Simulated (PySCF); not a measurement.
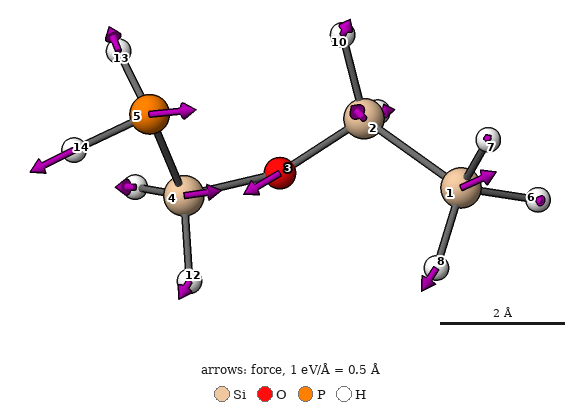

Starting geometry of Si3PH9O with the computed forces as purple arrows. A ball-and-stick model, seen from a free direction.

The start comes from GFN2-xTB. Its atoms were then displaced at random by about 0.01 Å.

Computed with PBE0-D3(BJ)/def2-SVP geometry optimisation, gas phase (PySCF 2.14.0, density-fitted response routines). 

> What follows when this structure is relaxed?

It isn't relaxed: the largest force vector, on the P atom, is 1.71 eV/Å. The final displacements have little in common with the starting forces (cosine between the two patterns −0.04). The largest move after the best rigid fit is that of an H atom, 1.59 Å. By element the largest moves are H 1.59 Å, P 0.56 Å, O 0.50 Å, Si 0.32 Å. Among the contacts that change: H–P 1.363 → 1.429 Å, Si–Si 2.285 → 2.348 Å, H–P 1.382 → 1.429 Å, H–Si 1.450 → 1.496 Å. Bond angles that change, for instance: Si–O–Si 156.8° → 139.9°, Si–Si–H 117.5° → 111.0°, O–Si–H 103.7° → 110.1°. Groups turn about Si–Si by about 55°, O–Si by about 40°, O–Si by about 25°. The energy falls by 10.1 kcal/mol in 23 geometry steps.
